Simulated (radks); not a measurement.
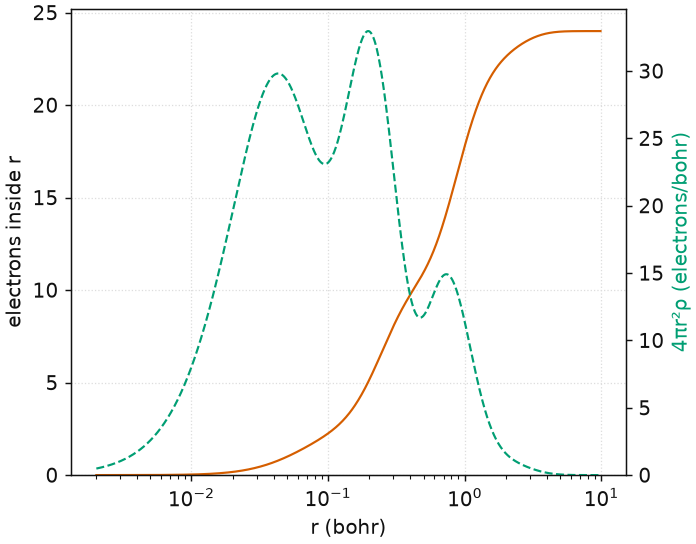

Mn⁺ (Z = 25, 24 electrons); electrons: [Ar] 3d5 4s1 (high spin). All numbers are computed, not measured: non-relativistic Kohn-Sham, LDA (Slater exchange, Perdew-Zunger correlation), spin-polarised, spherical densities, point nucleus (the in-house radial solver radks).

The plot shows the number of electrons inside radius r (solid) and the radial density 4πr²ρ (dashed).

What does the plot show?

Answer. The count levels off at 24 electrons. Half of them lie within 0.583 bohr, 90 % within 1.57 bohr and 99 % within 3.50 bohr. The radial density has minima at 0.0945 and 0.472 bohr, where the count stands at 2.1 and 10.6; these part the shells that the density resolves.
